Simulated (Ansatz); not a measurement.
# AlH (SMILES [AlH]), step by step

We compute a series of 80 runs (HF/STO-3G, UHF/STO-3G, HF/3-21G, UHF/3-21G, HF/6-31G*, UHF/6-31G*, B3LYP/6-31G*, UB3LYP/6-31G*, and more) of AlH. 

The calculation is run with Ansatz 0.2.0.

## 1. The system as given

AlH: 2 atoms, total charge 0, spin state singlet. SMILES: `[AlH]`. The shape is that of a PBE0-D4/def2-TZVP optimisation. The run starts from this shape.

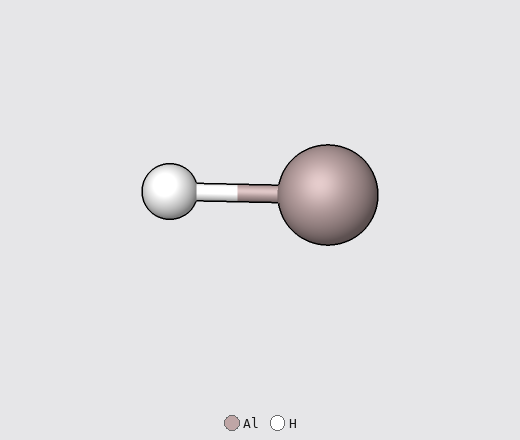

The structure, seen from a chosen angle (aluminium light grey, hydrogen white).

## 2. A geometry optimisation at HF/STO-3G (paw set gaussian, start density atoms) (run 1)

input.yaml reads:

```yaml
crystal:
  periodic: [false, false, false]
  atoms:
    - {symbol: Al, position_ang: [-0.000000, 0.000000, -0.025640]}
    - {symbol: H, position_ang: [0.000000, -0.000000, 1.639110]}
basis:
  gaussian:
    orbitals: STO-3G
hamiltonian:
  xc: hf
relax:
  f_tol: 0.002
output: {orbitals: {seedname: orbitals}}
```

On the command line:

```sh
$ ansatz run input.yaml --threads 1 --pin off --max-ram 3480MiB --events-out events.jsonl --progress --plain --runs-dir runs
```

Log:

```text
Warning: RAYON_NUM_THREADS=1 ignored (pool sized by the plan → 1); use --threads N
The last accepted step is kept in runs//last_step.txt (removed where the run ends without a failure and the disk answers)
[... 43 lines left out ...]
Total energy: -6517.09422631 eV, -239.4987953718 hartree
[... 2 lines left out ...]
Dipole moment:     0.000000    -0.000000    -0.186758 e Å
```

Run time: 0.38 s. Hardware: 1 thread of Arm Neoverse V1, shared host.

The path in brief:

| step | energy from the first frame kept (eV) | largest force (eV/Å) |
| --- | --- | --- |
| 1 | 0.0000 | 1.8832 |
| 2 | -0.0669 | 1.4093 |
| 3 | -0.1082 | 0.1653 |
| 4 | -0.1089 | 0.0032 |
| 5 | -0.1089 | 0.0000 |

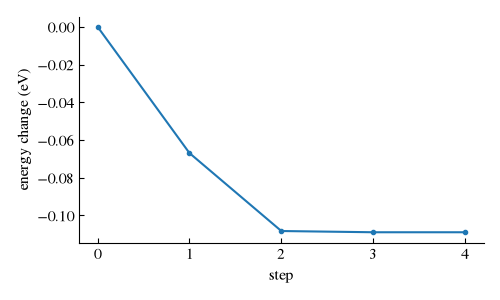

Energy along the run.

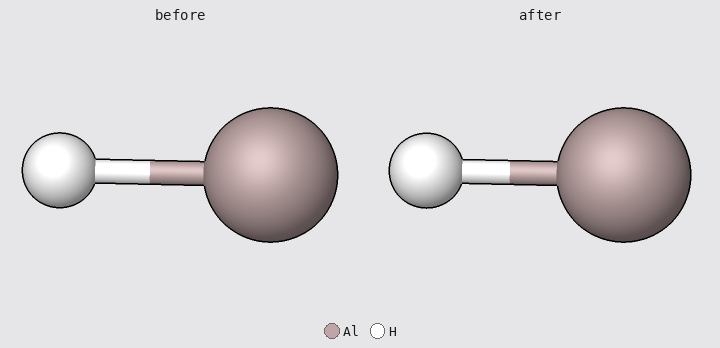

Before and after, at one scale.

After the run. Bond lengths: Al1–H2 1.556 Å.

## 3. The harmonic vibrations at HF/STO-3G (paw set gaussian, start density atoms) (run 2)

job.yaml reads:

```yaml
crystal:
  periodic: [false, false, false]
  atoms:
    - symbol: Al
      position_ang: [-0.000000, -0.000000, 0.028862]
    - symbol: H
      position_ang: [0.000000, 0.000000, 1.584608]
basis:
  gaussian:
    orbitals: STO-3G
hamiltonian:
  xc: hf
phonons:
  temperatures: {t_min: 298.15, t_max: 298.15, t_step: 1}
```

On the command line:

```sh
$ ansatz run job.yaml --threads 1 --pin off --max-ram 3480MiB --events-out events.jsonl --progress --plain --runs-dir runs
```

Log:

```text
Warning: RAYON_NUM_THREADS=1 ignored (pool sized by the plan → 1); use --threads N
[... 75 lines left out ...]
Total energy: -6517.09422631 eV, -239.4987953718 hartree
[... 2 lines left out ...]
Dipole moment:     0.000000    -0.000000    -0.186759 e Å
Vibrations: 2401.78 cm⁻¹, zero-point energy 0.148891 eV
```

It took 0.4 s on 1 thread of Arm Neoverse V1, shared host.

Runs 3 to 11 aren't shown in full; the table further down has their settings and results.

## 4. The doublet cation: a geometry optimisation at UHF/6-31G(d) (Cartesian functions, paw set gaussian, start density atoms) (run 12)

in.yaml reads:

```yaml
crystal:
  periodic: [false, false, false]
  atoms:
    - {symbol: Al, position_ang: [-0.000000, -0.000000, -0.019449]}
    - {symbol: H, position_ang: [0.000000, 0.000000, 1.632919]}
basis:
  gaussian:
    orbitals: "6-31G*"
magnetization:
  spin_polarized: true
  initial_magnetization: 1
relax: {}
total_charge: 1
hamiltonian:
  xc: hf
```

On the command line:

```sh
$ ansatz run in.yaml --threads 1 --pin off --max-ram 3480MiB --events-out events.jsonl --progress --plain --runs-dir runs
```

Log:

```text
Warning: RAYON_NUM_THREADS=1 ignored (pool sized by the plan → 1); use --threads N
[... 1 set-up line as earlier in the session ...]
[... 31 lines left out ...]
Total energy: -6589.86874560 eV, -242.1732096272 hartree
[... 2 lines left out ...]
Dipole moment:     0.000000     0.000000    -0.173727 e Å
```

Wall time 0.55 s (1 thread of Arm Neoverse V1, shared host).

Step by step:

| step | energy from the first frame kept (eV) | largest force (eV/Å) |
| --- | --- | --- |
| 1 | 0.0000 | 0.5715 |
| 2 | -0.0168 | 0.0934 |
| 3 | -0.0172 | 0.0061 |

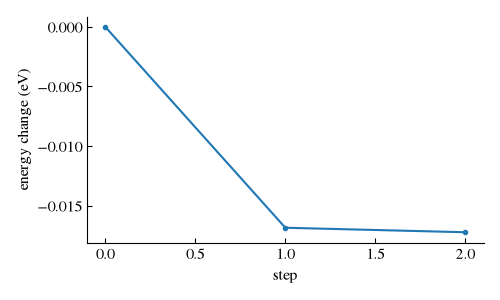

Energy along the run.

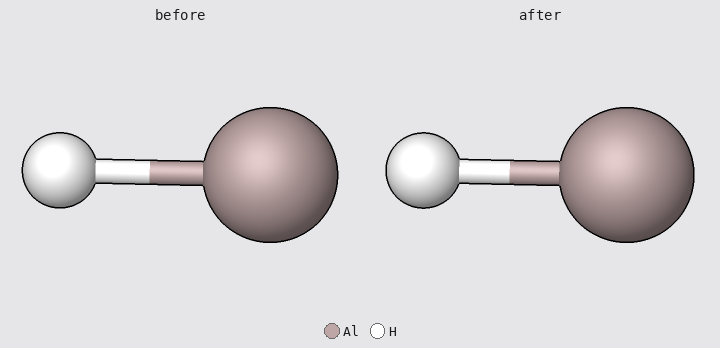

Before and after, at one scale.

After the run. Bond lengths: Al1–H2 1.595 Å.

Runs 13 to 79 aren't shown in full; the table further down has their settings and results.

## 5. The doublet cation: a geometry optimisation at U-r2SCAN/def2-TZVP (paw set gaussian, start density atoms) (run 80)

molecule.yaml reads:

```yaml
crystal:
  periodic: [false, false, false]
  atoms:
    - {symbol: Al, position_ang: [-0.000000, -0.000000, -0.024419]}
    - {symbol: H, position_ang: [0.000000, 0.000000, 1.637889]}
basis:
  gaussian: {orbitals: def2-TZVP}
magnetization: {spin_polarized: true, initial_magnetization: 1}
total_charge: 1
relax: {}
hamiltonian: {xc: r2scan}
```

On the command line:

```sh
$ ansatz run molecule.yaml --threads 1 --pin off --max-ram 3480MiB --events-out events.jsonl --progress --plain --runs-dir runs
```

Log:

```text
Warning: RAYON_NUM_THREADS=1 ignored (pool sized by the plan → 1); use --threads N
[... 1 set-up line as earlier in the session ...]
[... 7 lines left out ...]
303 factors; their error is unknown
[... 9 lines left out ...]
303 factors; their error is unknown
[... 6 lines left out ...]
303 factors; their error is unknown
[... 4 lines left out ...]
303 factors; their error is unknown
[... 4 lines left out ...]
Total energy: -6602.76653621 eV, -242.6471946897 hartree
[... 2 lines left out ...]
Dipole moment:     0.000000    -0.000000    -0.147288 e Å
```

Wall time 5.4 s (1 thread of Arm Neoverse V1, shared host); peak memory 0.11 GiB.

Step by step:

| step | energy from the first frame kept (eV) | largest force (eV/Å) |
| --- | --- | --- |
| 1 | 0.0000 | 0.4378 |
| 2 | -0.0107 | 0.0961 |
| 3 | -0.0112 | 0.0042 |

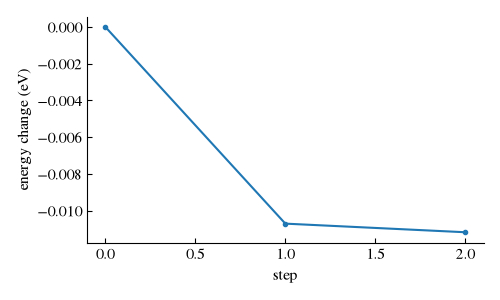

Energy along the run.

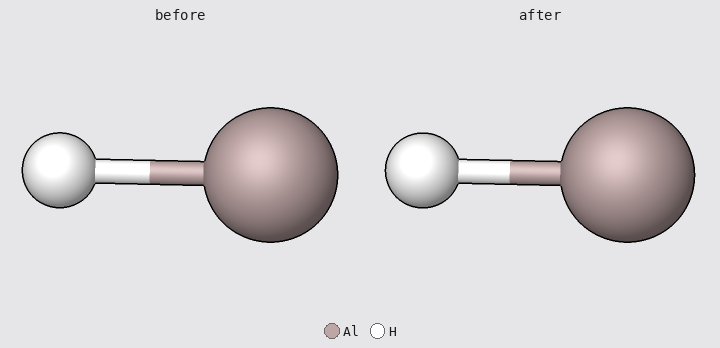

Before and after, at one scale.

After the run. Bond lengths: Al1–H2 1.613 Å.

## 6. Overview of the runs

| run | level | task | walk f tol | partner | energy (Eh) | wall time |
| --- | --- | --- | --- | --- | --- | --- |
| 1 | HF/STO-3G (paw set gaussian, start density atoms) | optimise | 0.002 | base | -239.498795 | 0.38 s |
| 2 | HF/STO-3G (paw set gaussian, start density atoms) | frequencies | – | base | -239.498795 | 0.4 s |
| 3 | UHF/STO-3G (paw set gaussian, start density atoms) | energy | – | cation | -239.378586 | 0.06 s |
| 4 | UHF/STO-3G (paw set gaussian, start density atoms) | optimise | – | cation | -239.379007 | 0.26 s |
| 5 | HF/3-21G (paw set gaussian, start density atoms) | optimise | 0.002 | base | -241.122561 | 0.32 s |
| 6 | HF/3-21G (paw set gaussian, start density atoms) | frequencies | – | base | -241.122561 | 0.62 s |
| 7 | UHF/3-21G (paw set gaussian, start density atoms) | energy | – | cation | -240.860063 | 0.08 s |
| 8 | UHF/3-21G (paw set gaussian, start density atoms) | optimise | – | cation | -240.860570 | 0.34 s |
| 9 | HF/6-31G* (Cartesian functions, paw set gaussian, start density atoms) | optimise | 0.002 | base | -242.437957 | 0.4 s |
| 10 | HF/6-31G* (Cartesian functions, paw set gaussian, start density atoms) | frequencies | – | base | -242.437957 | 1.1 s |
| 11 | UHF/6-31G* (Cartesian functions, paw set gaussian, start density atoms) | energy | – | cation | -242.172577 | 0.1 s |
| 12 | UHF/6-31G* (Cartesian functions, paw set gaussian, start density atoms) | optimise | – | cation | -242.173210 | 0.55 s |
| 13 | B3LYP/6-31G* (Cartesian functions, paw set gaussian, start density atoms) | optimise | 0.002 | base | -242.983016 | 1.2 s |
| 14 | B3LYP/6-31G* (Cartesian functions, paw set gaussian, start density atoms) | frequencies | – | base | -242.983016 | 2.8 s |
| 15 | UB3LYP/6-31G* (Cartesian functions, paw set gaussian, start density atoms) | energy | – | cation | -242.680822 | 0.42 s |
| 16 | UB3LYP/6-31G* (Cartesian functions, paw set gaussian, start density atoms) | optimise | – | cation | -242.681109 | 1.9 s |
| 17 | PBE/def2-SVP (paw set gaussian, start density atoms) | optimise | 0.002 | base | -242.750572 | 0.97 s |
| 18 | PBE/def2-SVP (paw set gaussian, start density atoms) | frequencies | – | base | -242.750572 | 2 s |
| 19 | UPBE/def2-SVP (paw set gaussian, start density atoms) | energy | – | cation | -242.451813 | 0.41 s |
| 20 | UPBE/def2-SVP (paw set gaussian, start density atoms) | optimise | – | cation | -242.452077 | 1.6 s |
| 21 | MP2/6-31G* (Cartesian functions, paw set gaussian, start density atoms) | optimise | 0.002 | base | -242.479889 | 0.64 s |
| 22 | MP2/6-31G* (Cartesian functions, paw set gaussian, start density atoms) | frequencies | – | base | -242.479889 | 1.4 s |
| 23 | UMP2/6-31G* (Cartesian functions, paw set gaussian, start density atoms) | energy | – | cation | -242.195085 | 0.1 s |
| 24 | UMP2/6-31G* (Cartesian functions, paw set gaussian, start density atoms) | optimise | – | cation | -242.195606 | 0.64 s |
| 25 | wB97X-V/def2-TZVP (paw set gaussian, start density atoms) | optimise | 0.002 | base | -242.934172 | 5.4 s |
| 26 | wB97X-V/def2-TZVP (paw set gaussian, start density atoms) | frequencies | – | base | -242.934172 | 12 s |
| 27 | U-wB97X-V/def2-TZVP (paw set gaussian, start density atoms) | energy | – | cation | -242.632519 | 1.9 s |
| 28 | U-wB97X-V/def2-TZVP (paw set gaussian, start density atoms) | optimise | – | cation | -242.632969 | 8.4 s |
| 29 | MP2/aug-cc-pVDZ (paw set gaussian, start density atoms) | optimise | 0.002 | base | -242.508471 | 0.97 s |
| 30 | MP2/aug-cc-pVDZ (paw set gaussian, start density atoms) | frequencies | – | base | -242.508471 | 3.3 s |
| 31 | UMP2/aug-cc-pVDZ (paw set gaussian, start density atoms) | energy | – | cation | -242.216925 | 0.2 s |
| 32 | UMP2/aug-cc-pVDZ (paw set gaussian, start density atoms) | optimise | – | cation | -242.217697 | 1.4 s |
| 33 | SVWN5/def2-TZVP (paw set gaussian, start density atoms) | optimise | 0.002 | base | -241.913222 | 0.99 s |
| 34 | SVWN5/def2-TZVP (paw set gaussian, start density atoms) | frequencies | – | base | -241.913222 | 2.4 s |
| 35 | USVWN5/def2-TZVP (paw set gaussian, start density atoms) | energy | – | cation | -241.610522 | 0.3 s |
| 36 | USVWN5/def2-TZVP (paw set gaussian, start density atoms) | optimise | – | cation | -241.610729 | 1.4 s |
| 37 | CCSD(T)/cc-pVDZ (paw set gaussian, start density atoms) | optimise | 0.002 | base | -242.528600 | 1.6 s |
| 38 | CCSD(T)/cc-pVDZ (paw set gaussian, start density atoms) | frequencies | – | base | -242.528600 | 4.8 s |
| 39 | UCCSD(T)/cc-pVDZ (paw set gaussian, start density atoms) | energy | – | cation | -242.229825 | 0.34 s |
| 40 | UCCSD(T)/cc-pVDZ (paw set gaussian, start density atoms) | optimise | – | cation | -242.230035 | 2.3 s |
| 41 | B2PLYP/cc-pVTZ (paw set gaussian, start density atoms) | optimise | 0.002 | base | -242.864577 | 4.2 s |
| 42 | B2PLYP/cc-pVTZ (paw set gaussian, start density atoms) | frequencies | – | base | -242.864577 | 13 s |
| 43 | UB2PLYP/cc-pVTZ (paw set gaussian, start density atoms) | energy | – | cation | -242.565793 | 0.76 s |
| 44 | UB2PLYP/cc-pVTZ (paw set gaussian, start density atoms) | optimise | – | cation | -242.566109 | 6.6 s |
| 45 | CCSD/cc-pVDZ (paw set gaussian, start density atoms) | optimise | 0.002 | base | -242.527605 | 1.6 s |
| 46 | CCSD/cc-pVDZ (paw set gaussian, start density atoms) | frequencies | – | base | -242.527605 | 4.5 s |
| 47 | UCCSD/cc-pVDZ (paw set gaussian, start density atoms) | energy | – | cation | -242.229367 | 0.32 s |
| 48 | UCCSD/cc-pVDZ (paw set gaussian, start density atoms) | optimise | – | cation | -242.229563 | 2.1 s |
| 49 | MP2/cc-pVTZ (paw set gaussian, start density atoms) | optimise | 0.002 | base | -242.523868 | 1 s |
| 50 | MP2/cc-pVTZ (paw set gaussian, start density atoms) | frequencies | – | base | -242.523868 | 2.6 s |
| 51 | UMP2/cc-pVTZ (paw set gaussian, start density atoms) | energy | – | cation | -242.228582 | 0.18 s |
| 52 | UMP2/cc-pVTZ (paw set gaussian, start density atoms) | optimise | – | cation | -242.229355 | 1.3 s |
| 53 | CCSD(T)/cc-pVTZ (paw set gaussian, start density atoms) | optimise | 0.002 | base | -242.545669 | 6.3 s |
| 54 | CCSD(T)/cc-pVTZ (paw set gaussian, start density atoms) | frequencies | – | base | -242.545669 | 20 s |
| 55 | UCCSD(T)/cc-pVTZ (paw set gaussian, start density atoms) | energy | – | cation | -242.242095 | 1.4 s |
| 56 | UCCSD(T)/cc-pVTZ (paw set gaussian, start density atoms) | optimise | – | cation | -242.242385 | 16 s |
| 57 | BLYP/cc-pVTZ (paw set gaussian, start density atoms) | optimise | 0.002 | base | -242.987139 | 2 s |
| 58 | BLYP/cc-pVTZ (paw set gaussian, start density atoms) | frequencies | – | base | -242.987139 | 3.9 s |
| 59 | UBLYP/cc-pVTZ (paw set gaussian, start density atoms) | energy | – | cation | -242.690157 | 0.7 s |
| 60 | UBLYP/cc-pVTZ (paw set gaussian, start density atoms) | optimise | – | cation | -242.690337 | 3 s |
| 61 | CCSD(T)/def2-TZVP (paw set gaussian, start density atoms) | optimise | 0.002 | base | -242.537824 | 5.4 s |
| 62 | CCSD(T)/def2-TZVP (paw set gaussian, start density atoms) | frequencies | – | base | -242.537824 | 15 s |
| 63 | UCCSD(T)/def2-TZVP (paw set gaussian, start density atoms) | energy | – | cation | -242.235749 | 0.93 s |
| 64 | UCCSD(T)/def2-TZVP (paw set gaussian, start density atoms) | optimise | – | cation | -242.235965 | 9.6 s |
| 65 | PBE0/aug-cc-pVTZ (paw set gaussian, start density atoms) | optimise | 0.002 | base | -242.862753 | 3.6 s |
| 66 | PBE0/aug-cc-pVTZ (paw set gaussian, start density atoms) | frequencies | – | base | -242.862753 | 6.9 s |
| 67 | UPBE0/aug-cc-pVTZ (paw set gaussian, start density atoms) | energy | – | cation | -242.564068 | 1.1 s |
| 68 | UPBE0/aug-cc-pVTZ (paw set gaussian, start density atoms) | optimise | – | cation | -242.564428 | 5.1 s |
| 69 | HF/cc-pVTZ (paw set gaussian, start density atoms) | optimise | 0.002 | base | -242.461816 | 0.63 s |
| 70 | HF/cc-pVTZ (paw set gaussian, start density atoms) | frequencies | – | base | -242.461816 | 1.6 s |
| 71 | UHF/cc-pVTZ (paw set gaussian, start density atoms) | energy | – | cation | -242.195489 | 0.14 s |
| 72 | UHF/cc-pVTZ (paw set gaussian, start density atoms) | optimise | – | cation | -242.196083 | 0.75 s |
| 73 | PBE-D3(BJ)/def2-TZVP (paw set gaussian, start density atoms) | optimise | 0.002 | base | -242.838171 | 1.4 s |
| 74 | PBE-D3(BJ)/def2-TZVP (paw set gaussian, start density atoms) | frequencies | – | base | -242.838171 | 3.3 s |
| 75 | UPBE-D3(BJ)/def2-TZVP (paw set gaussian, start density atoms) | energy | – | cation | -242.539150 | 0.51 s |
| 76 | UPBE-D3(BJ)/def2-TZVP (paw set gaussian, start density atoms) | optimise | – | cation | -242.539428 | 2.1 s |
| 77 | r2SCAN/def2-TZVP (paw set gaussian, start density atoms) | optimise | 0.002 | base | -242.941450 | 2.8 s |
| 78 | r2SCAN/def2-TZVP (paw set gaussian, start density atoms) | frequencies | – | base | -242.941450 | 6 s |
| 79 | U-r2SCAN/def2-TZVP (paw set gaussian, start density atoms) | energy | – | cation | -242.646784 | 1.4 s |
| 80 | U-r2SCAN/def2-TZVP (paw set gaussian, start density atoms) | optimise | – | cation | -242.647195 | 5.4 s |

## 7. Outcome

| quantity | value |
| --- | --- |
| doublet cation, run 80: total energy at the end | -242.64719 Eh |
| doublet cation, run 80: bond length | 1.613 Å |
| doublet cation, run 80: ⟨S²⟩ | 0.763 |
| vertical ionisation energy (to the doublet cation), HF/STO-3G | 3.271 eV |
| vertical ionisation energy (to the doublet cation), PBE/def2-SVP | 8.130 eV |
| vertical ionisation energy (to the doublet cation), CCSD(T)/cc-pVTZ | 8.261 eV |
| adiabatic ionisation energy (to the doublet cation, no zero-point term), PBE/def2-SVP | 8.122 eV |
| adiabatic ionisation energy (to the doublet cation, no zero-point term), MP2/aug-cc-pVDZ | 7.912 eV |
| adiabatic ionisation energy (to the doublet cation, no zero-point term), MP2/cc-pVTZ | 8.014 eV |
| adiabatic ionisation energy (to the doublet cation, no zero-point term), CCSD(T)/cc-pVTZ | 8.253 eV |
| adiabatic ionisation energy (to the doublet cation, no zero-point term), PBE0/aug-cc-pVTZ | 8.118 eV |

At HF/STO-3G: removing an electron at fixed nuclei costs 3.27 eV (75 kcal/mol). In a minimal basis such a difference can be off by several eV, whatever the method. At PBE/def2-SVP: the vertical ionisation energy comes to 8.13 eV (187 kcal/mol). At CCSD(T)/cc-pVTZ: the vertical ionisation energy comes to 8.26 eV (797 kJ/mol). At PBE/def2-SVP: the adiabatic ionisation energy (to the doublet cation, no zero-point term) is 8.12 eV (784 kJ/mol). At MP2/aug-cc-pVDZ: the adiabatic ionisation energy (to the doublet cation, no zero-point term) is 7.91 eV (182 kcal/mol). Totals of different functionals can't be ranked against each other. In runs 21, 22, 29, 30, 37, 38, 45, 46 and more the log says that unrestricted orbitals would lower the reference, so the values rest on an unstable closed-shell determinant (other closed-shell runs at this shape may share the fault). In runs 1, 2, 3, 4 the basis is minimal, so the values are rough. All runs together took 3.9 min, the longest 20 s.
